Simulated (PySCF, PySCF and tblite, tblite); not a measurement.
# C7H13B: a path driven as ring inversion, and NMR exchange, part 1 of 2

How fast is ring inversion in C7H13B (`C=CCB1CCCC1`), and when do the exchanging lines merge?

Programs: PySCF 2.14.0 with density-fitted response routines of our own, and tblite 0.8.0. All values are computed, except where a source is named. Atoms count from 0 throughout.

## (1) The molecule as given

21 atoms, charge 0, multiplicity 1; geometry from: force field or distance geometry start.

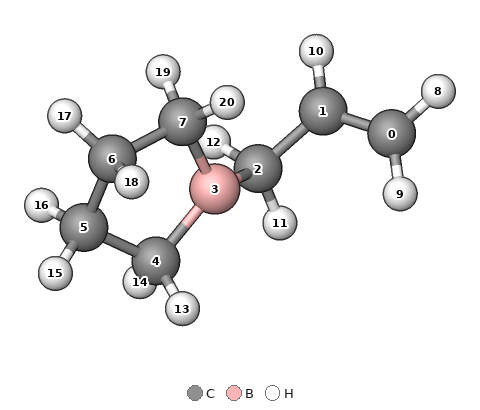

The starting geometry (carbon grey, boron pink, hydrogen white), atoms numbered.

## (2) GFN2-xTB relaxation, start minimum

Job settings and geometry (Å):

```
{"job": {"xc": "GFN2-xTB", "basis": "xTB", "kind": "relax"}, "charge": 0, "multiplicity": 1}
C      3.185400     0.309600     0.660300
C      2.487200     0.187500    -0.489400
C      1.361700    -0.790900    -0.609700
B      0.056200    -0.266800     0.160700
C     -1.155200    -1.260900     0.420500
C     -2.385000    -0.458700    -0.011300
C     -2.026600     1.025600     0.135600
C     -0.527000     1.167300    -0.126100
H      4.004300     1.014100     0.725200
H      2.917700    -0.280700     1.539500
H      2.773000     0.781900    -1.340500
H      1.652700    -1.786000    -0.223000
H      1.085500    -0.897300    -1.676300
H     -1.201400    -1.511000     1.491200
H     -1.060200    -2.178800    -0.187400
H     -3.266000    -0.721200     0.624300
H     -2.613300    -0.670400    -1.071800
H     -2.622200     1.640600    -0.563600
H     -2.248700     1.351900     1.186200
H     -0.347100     1.431800    -1.187400
H     -0.079900     1.929200     0.542500
```

Launch:

```sh
$ OMP_NUM_THREADS=1 python ens_run.py task.json out
```

One launch serves the whole session.

Output:

```text
step      E/eV     max force
  0    -620.09563    2.018
  1    -620.22098    1.503
  2    -620.30263    0.800
  3    -620.34511    0.341
  4    -620.35899    0.308
  5    -620.36832    0.280
  6    -620.38487    0.297
  7    -620.39755    0.270
  8    -620.40753    0.215
  9    -620.41570    0.208
 10    -620.42558    0.248
 11    -620.43778    0.377
 12    -620.45127    0.399
 13    -620.46300    0.279
 14    -620.47128    0.179
 15    -620.47699    0.166
 16    -620.48116    0.141
 17    -620.48418    0.136
 18    -620.48680    0.120
 19    -620.48956    0.143
 20    -620.49252    0.125
 21    -620.49530    0.128
 22    -620.49758    0.133
 23    -620.49944    0.100
 24    -620.50125    0.090
 25    -620.50316    0.106
 26    -620.50516    0.129
 27    -620.50727    0.125
 28    -620.50959    0.114
 29    -620.51227    0.125
 30    -620.51532    0.123
 31    -620.51837    0.127
 32    -620.52104    0.117
 33    -620.52355    0.111
 34    -620.52632    0.136
 35    -620.52940    0.125
 36    -620.53247    0.116
 37    -620.53512    0.120
 38    -620.53740    0.115
 39    -620.53952    0.121
 40    -620.54186    0.113
 41    -620.54437    0.081
 42    -620.54591    0.093
 43    -620.54719    0.086
 44    -620.54912    0.122
 45    -620.55191    0.150
 46    -620.55542    0.145
 47    -620.55859    0.126
 48    -620.56094    0.118
 49    -620.56278    0.098
 50    -620.56447    0.082
 51    -620.56563    0.087
 52    -620.56661    0.075
 53    -620.56729    0.071
 54    -620.56798    0.051
 55    -620.56842    0.054
 56    -620.56870    0.041
 57    -620.56883    0.025
 58    -620.56896    0.025
 59    -620.56910    0.027
 60    -620.56924    0.031
 61    -620.56934    0.027
 62    -620.56943    0.021
 63    -620.56956    0.029
 64    -620.56972    0.028
 65    -620.56987    0.027
 66    -620.57002    0.026
 67    -620.57019    0.030
 68    -620.57038    0.039
 69    -620.57055    0.037
 70    -620.57069    0.028
 71    -620.57082    0.025
 72    -620.57096    0.029
 73    -620.57112    0.025
 74    -620.57126    0.021
 75    -620.57135    0.022
 76    -620.57141    0.019
 77    -620.57147    0.014
 78    -620.57151    0.012
 79    -620.57154    0.012
 80    -620.57156    0.010
 81    -620.57158    0.008
 82    -620.57160    0.009
 83    -620.57161    0.008
 84    -620.57162    0.009
 85    -620.57164    0.009
 86    -620.57166    0.009
 87    -620.57167    0.009
 88    -620.57169    0.009
 89    -620.57170    0.009
 90    -620.57173    0.009
 91    -620.57175    0.010
 92    -620.57178    0.010
 93    -620.57180    0.011
 94    -620.57183    0.012
 95    -620.57185    0.011
 96    -620.57188    0.010
 97    -620.57190    0.010
 98    -620.57193    0.013
 99    -620.57197    0.014
100    -620.57203    0.017
101    -620.57209    0.017
102    -620.57215    0.016
103    -620.57220    0.014
104    -620.57224    0.013
105    -620.57226    0.010
106    -620.57228    0.012
107    -620.57230    0.010
108    -620.57232    0.009
109    -620.57234    0.009
110    -620.57235    0.009
111    -620.57236    0.010
112    -620.57238    0.009
113    -620.57240    0.009
114    -620.57241    0.009
115    -620.57243    0.009
116    -620.57244    0.009
117    -620.57246    0.009
118    -620.57247    0.009
119    -620.57249    0.012
120    -620.57252    0.013
121    -620.57255    0.013
122    -620.57258    0.013
123    -620.57261    0.012
124    -620.57264    0.014
125    -620.57268    0.014
126    -620.57272    0.013
127    -620.57275    0.013
128    -620.57278    0.012
129    -620.57280    0.014
130    -620.57282    0.009
131    -620.57283    0.007
132    -620.57283    0.004
133    -620.57284    0.004
134    -620.57284    0.005
135    -620.57284    0.004
136    -620.57284    0.002
```

Wall time 0.71 s (1 thread of Arm Neoverse V2, shared host).

The energy fell by 0.477 eV, and the atoms moved 0.35 Å (root mean square).

## (3) Relaxed scan, ring torsion 2 driven

Job settings and geometry (Å):

```
{"job": {"xc": "GFN2-xTB", "basis": "xTB", "coordinate": [["t", [4, 5, 6, 7], 1.0]], "kind": "drive"}, "charge": 0, "multiplicity": 1}
C      3.423362     0.322490     0.601487
C      2.473855     0.248141    -0.312641
C      1.444457    -0.833655    -0.380779
B     -0.042916    -0.351111    -0.161104
C     -1.273489    -1.277941     0.189682
C     -2.503639    -0.394027    -0.074006
C     -2.044897     1.029708     0.246958
C     -0.605720     1.118485    -0.287959
H      4.135461     1.130030     0.625206
H      3.529099    -0.426422     1.370105
H      2.390439     1.016106    -1.070952
H      1.707377    -1.633471     0.315500
H      1.480297    -1.280596    -1.381444
H     -1.231557    -1.519606     1.256437
H     -1.338004    -2.233105    -0.332046
H     -3.372459    -0.688728     0.515471
H     -2.774191    -0.458828    -1.130025
H     -2.705848     1.781291    -0.186034
H     -2.035793     1.171371     1.329602
H     -0.631229     1.396789    -1.346319
H     -0.033523     1.900025     0.212391
```

Output:

```text
point  coordinate     E/eV
  0     26.600     -620.53859
  1     13.500     -620.47678
  2     -0.000     -620.44543
  3    -13.600     -620.47505
  4    -26.700     -620.53526
  5    -39.100     -620.56803
```

Run time: 0.83 s. Hardware: 1 thread of Arm Neoverse V2, shared host.

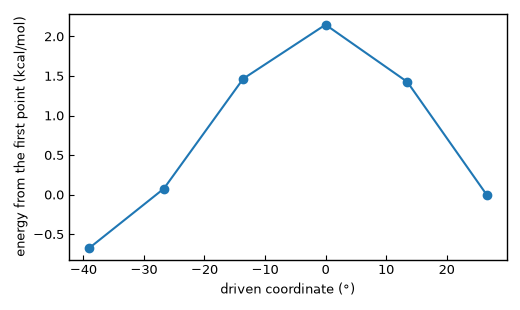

Energy along the scan.

## (4) Nudged elastic band, leg 1

The job, as its differences from that of step 3:

```diff
@@ -1,2 +1,2 @@
-{"job": {"xc": "GFN2-xTB", "basis": "xTB", "coordinate": [["t", [4, 5, 6, 7], 1.0]], "kind": "drive"}, "charge": 0, "multiplicity": 1}
+{"job": {"xc": "GFN2-xTB", "basis": "xTB", "kind": "neb"}, "charge": 0, "multiplicity": 1}
 C      3.423362     0.322490     0.601487
```

Output:

```text
image   E - E0 / eV
  0       0.0000
  1       0.0389
  2       0.1033
  3       0.1278
  4       0.0896
  5       0.0269
  6       0.0033
```

It took 1.4 s on 1 thread of Arm Neoverse V2, shared host.

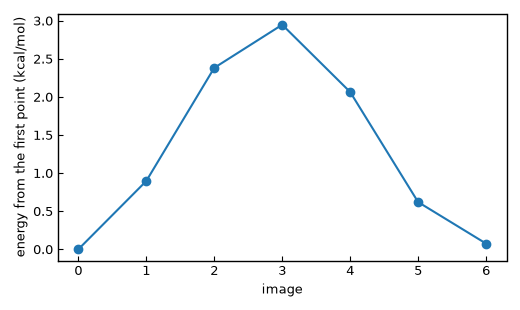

Energy along the band.

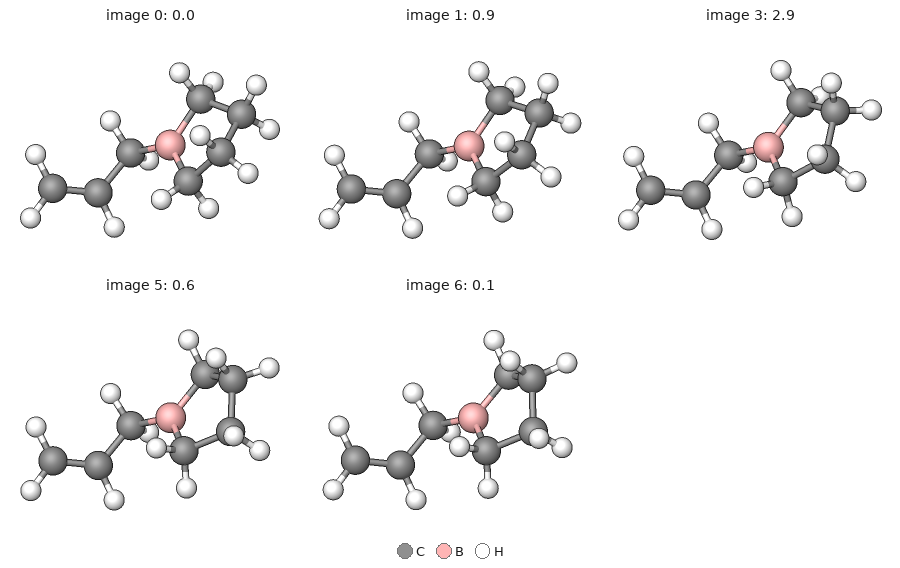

Images along the band, with energies in kcal/mol.

## (5) Saddle search, leg 1

Job settings and geometry (Å):

```
{"job": {"xc": "GFN2-xTB", "basis": "xTB", "kind": "saddle"}, "charge": 0, "multiplicity": 1}
C      3.424978     0.321753     0.607026
C      2.481461     0.249448    -0.312753
C      1.453034    -0.832248    -0.393073
B     -0.037611    -0.354443    -0.174720
C     -1.266418    -1.309838     0.063160
C     -2.513932    -0.410464     0.176540
C     -2.091525     1.065346     0.008221
C     -0.560870     1.128196    -0.173546
H      4.138339     1.128189     0.633336
H      3.525884    -0.426144     1.377342
H      2.408560     1.019867    -1.069927
H      1.711941    -1.630777     0.306550
H      1.498165    -1.281778    -1.392084
H     -1.150189    -1.908080     0.968997
H     -1.387516    -2.034127    -0.744396
H     -2.992041    -0.558788     1.144983
H     -3.244015    -0.670328    -0.589489
H     -2.594751     1.498307    -0.857203
H     -2.404801     1.640649     0.879363
H     -0.302380     1.662685    -1.089651
H     -0.096313     1.702575     0.631324
```

Output:

```text
step      E/eV     max force
  0    -620.44500   0.0538
  1    -620.44606   0.0781
  2    -620.44609   0.0784
  3    -620.44672   0.0202
  4    -620.44685   0.0214
  5    -620.44703   0.0305
  6    -620.44724   0.0175
  7    -620.44728   0.0030
lowest wavenumbers (cm-1): -167.3 31.0 43.8 73.6 149.7 249.3
```

Run time: 3.1 s. Hardware: 1 thread of Arm Neoverse V2, shared host.

Point group C1; 1 imaginary mode, 167i cm⁻¹, carried by C5, C6, H16, H15. Steps downhill from it reached both ends.

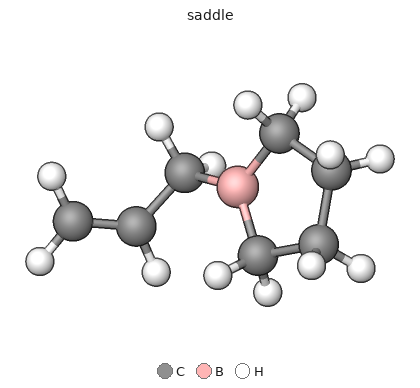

The saddle point.

## (6) Shieldings, start: PBE0/pcSseg-1 in water

Job settings and geometry (Å):

```
{"job": {"kind": "nmr", "xc": "PBE0", "basis": "pcSseg-1", "solvent": "water", "pop": false}, "charge": 0, "multiplicity": 1}
C      3.423362     0.322490     0.601487
C      2.473855     0.248141    -0.312641
C      1.444457    -0.833655    -0.380779
B     -0.042916    -0.351111    -0.161104
C     -1.273489    -1.277941     0.189682
C     -2.503639    -0.394027    -0.074006
C     -2.044897     1.029708     0.246958
C     -0.605720     1.118485    -0.287959
H      4.135461     1.130030     0.625206
H      3.529099    -0.426422     1.370105
H      2.390439     1.016106    -1.070952
H      1.707377    -1.633471     0.315500
H      1.480297    -1.280596    -1.381444
H     -1.231557    -1.519606     1.256437
H     -1.338004    -2.233105    -0.332046
H     -3.372459    -0.688728     0.515471
H     -2.774191    -0.458828    -1.130025
H     -2.705848     1.781291    -0.186034
H     -2.035793     1.171371     1.329602
H     -0.631229     1.396789    -1.346319
H     -0.033523     1.900025     0.212391
```

Output:

```text
coarse grid: 16752 points
cycle   1  E = -298.8743240058  dE =  8.471e-01  |g| = 5.182e-01  |ddm| = 3.948e+00
cycle   2  E = -298.8676995635  dE =  6.624e-03  |g| = 5.555e-01  |ddm| = 9.556e-01
cycle   3  E = -298.9487574347  dE = -8.106e-02  |g| = 4.359e-02  |ddm| = 5.232e-01
cycle   4  E = -298.9491009253  dE = -3.435e-04  |g| = 2.059e-02  |ddm| = 5.432e-02
cycle   5  E = -298.9492062809  dE = -1.054e-04  |g| = 3.984e-03  |ddm| = 2.016e-02
cycle   6  E = -298.9492100861  dE = -3.805e-06  |g| = 8.490e-04  |ddm| = 3.851e-03
final grid: 159504 points
cycle   7  E = -298.9959966942  dE = -5.078e-05  |g| = 9.454e-03  |ddm| = 3.428e-02
cycle   8  E = -298.9959903107  dE =  6.383e-06  |g| = 1.080e-02  |ddm| = 1.767e-02
cycle   9  E = -298.9960204265  dE = -3.012e-05  |g| = 9.325e-04  |ddm| = 9.404e-03
cycle  10  E = -298.9960206253  dE = -1.988e-07  |g| = 2.471e-04  |ddm| = 7.709e-04
cycle  11  E = -298.9960206391  dE = -1.373e-08  |g| = 8.578e-05  |ddm| = 2.305e-04
cycle  12  E = -298.9960206408  dE = -1.759e-09  |g| = 1.987e-05  |ddm| = 8.500e-05
cycle  13  E = -298.9960206409  dE = -1.041e-10  |g| = 1.812e-06  |ddm| = 1.973e-05
converged SCF energy = -298.9960206409

GIAO shielding tensors (ppm)
atom      isotropic    diamagn.    paramagn.     s11        s22        s33       span
  0 C       71.245     253.549    -182.304    -37.458     93.860    157.333    194.791
  1 C       36.579     256.257    -219.678    -87.893     36.415    161.213    249.106
  2 C      149.152     252.556    -103.404    133.226    147.483    166.748     33.522
  3 B        6.214     186.218    -180.005    -47.313    -36.075    102.030    149.342
  4 C      155.594     254.217     -98.623    143.506    152.951    170.325     26.819
  5 C      156.141     249.025     -92.883    131.334    163.546    173.545     42.211
  6 C      156.200     248.302     -92.103    131.386    163.865    173.348     41.962
  7 C      157.732     253.401     -95.669    148.532    153.856    170.809     22.277
  8 H       26.590      28.502      -1.912     23.591     25.527     30.653      7.062
  9 H       26.506      31.294      -4.788     23.551     25.635     30.332      6.780
 10 H       24.940      31.871      -6.931     22.427     24.264     28.129      5.702
 11 H       28.984      32.913      -3.928     25.135     30.479     31.339      6.203
 12 H       29.376      30.464      -1.087     25.433     28.508     34.188      8.755
 13 H       30.679      31.951      -1.272     25.613     29.364     37.059     11.446
 14 H       30.066      31.708      -1.642     25.469     29.377     35.352      9.883
 15 H       29.634      29.424       0.210     24.653     27.702     36.549     11.896
 16 H       30.299      30.829      -0.530     25.602     28.697     36.600     10.998
 17 H       29.637      29.834      -0.196     24.555     27.866     36.491     11.937
 18 H       30.259      31.319      -1.060     25.481     28.823     36.471     10.990
 19 H       30.587      32.044      -1.458     25.078     29.831     36.851     11.773
 20 H       30.011      33.005      -2.994     24.760     29.849     35.424     10.664
```

Wall time 26 s (1 thread of Arm Neoverse V2, shared host); peak memory 1.1 GiB.

This run: HOMO -7.12 eV, LUMO -0.32 eV; dipole 0.74 D.

(Continued in part 2 of 2.)
